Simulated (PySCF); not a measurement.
```yaml
atoms:
  - { symbol: C, position_ang: [2.3149, 0.5858, -0.7628] }
  - { symbol: C, position_ang: [1.4864, -0.5625, -0.2778] }
  - { symbol: C, position_ang: [0.5384, -0.4796, 0.5924] }
  - { symbol: C, position_ang: [-0.4371, -0.3888, 1.4682] }
  - { symbol: C, position_ang: [-1.8186, -0.1332, 1.1068] }
  - { symbol: O, position_ang: [-2.7506, -0.0617, 1.8645] }
  - { symbol: C, position_ang: [-2.0484, 0.0730, -0.4223] }
  - { symbol: F, position_ang: [-3.3301, 0.2796, -0.7135] }
  - { symbol: F, position_ang: [-1.3592, 1.1318, -0.8851] }
  - { symbol: F, position_ang: [-1.6440, -0.9890, -1.1418] }
  - { symbol: H, position_ang: [1.9753, 1.5214, -0.3290] }
  - { symbol: H, position_ang: [3.3583, 0.4226, -0.4968] }
  - { symbol: H, position_ang: [2.2461, 0.6488, -1.8470] }
  - { symbol: H, position_ang: [1.7185, -1.5302, -0.7055] }
  - { symbol: H, position_ang: [-0.2542, -0.5102, 2.5279] }
```

Geometry: GFN2-xTB, NEB image 0 of 0 to 8.

These are results of PBE0/pcSseg-1, SCF density, gas phase, non-relativistic (PySCF 2.14.0), not measurements.

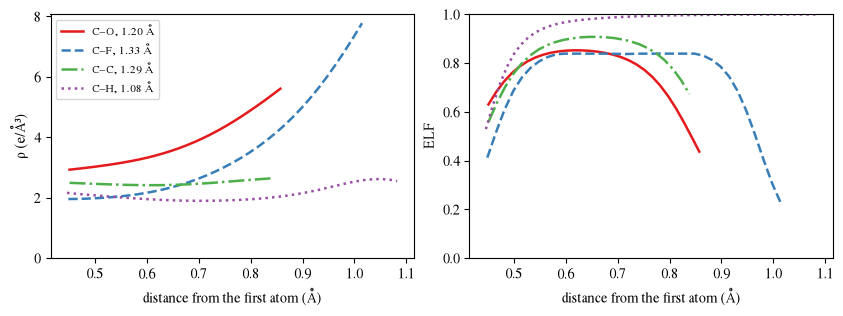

C$_{6}$H$_{5}$F$_{3}$O (SMILES CC=C=CC(=O)C(F)(F)F). Total electron density and electron localisation function along straight lines between neighbouring atoms. The curves leave out the atomic cores.

**What kind of bonding do the profiles show?**

C–O (1.20 Å): the density is about 3.3 e/Å³ at the midpoint; the ELF peaks at about 0.85 between the atoms (a short, multiple covalent bond).
C–F (1.33 Å): the density is about 2.4 e/Å³ at the midpoint; the ELF peaks at about 0.85 between the atoms: a shared but strongly polarised pair.
C–C (1.29 Å): ρ is about 2.4 e/Å³ halfway; the ELF peaks at about 0.90 between the atoms; a multiple bond.
C–H (1.08 Å): ρ at the midpoint is about 2 e/Å³; the ELF climbs to about 1 towards the hydrogen, as it does in any bond to H: an ordinary covalent bond to hydrogen.
